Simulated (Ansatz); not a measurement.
F2H2SSi

Input file:

```
crystal:
  periodic: [false, false, false]
  atoms:
    - { symbol: Si, position_ang: [-0.0725, 0.0868, 0.5295] }
    - { symbol: H, position_ang: [-0.1493, 0.2934, -1.333] }
    - { symbol: S, position_ang: [0.7916, -1.6697, 0.0742] }
    - { symbol: H, position_ang: [0.319, -0.5669, -1.2694] }
    - { symbol: F, position_ang: [-1.5165, 0.3936, 1.1095] }
    - { symbol: F, position_ang: [0.6276, 1.4628, 0.8891] }
basis:
  gaussian: { orbitals: def2-SVP }
hamiltonian:
  xc: b3lyp
relax:
  f_tol: 0.15
  max_steps: 25
  restrain:
    - { distance: [3, 1], at: 1.92, k: 30.0 }
    - { distance: [0, 1], at: 1.42, k: 30.0 }
    - { distance: [3, 2], at: 1.36, k: 30.0 }
output:
  orbitals: {}
```

Command:

```sh
ansatz run input.yaml --threads 2 --pin off --max-ram 3072MiB --backend cpu --events-out ev --progress --plain --runs-dir out
```

The fields are those of the run's last geometry, not of the input's.

Not at a stationary point (largest force 1.1 eV/Å).

Level of theory: RKS B3LYP/def2-SVP in Ansatz.

### Predict the electron density and electron localisation function between the atoms.

Si–F (1.61 Å): ρ at the midpoint is about 1 e/Å³; the ELF peaks at about 0.85 in the valence shell of F, 0.6 Å from its nucleus, and is about 0.50 at the midpoint.
Si–S (2.11 Å): ρ at the midpoint is about 0.86 e/Å³; the ELF peaks at about 0.90 between the atoms, as expected for a shared electron pair.

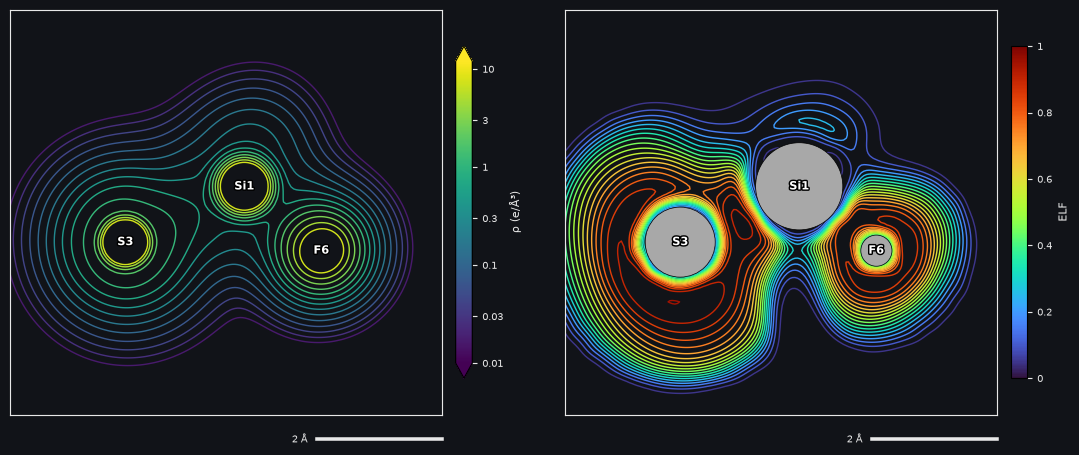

Computed electron density and electron localisation function on the plane of atoms S3, Si1 and F6, in this order. Grey discs cover the atomic cores in the ELF map. 
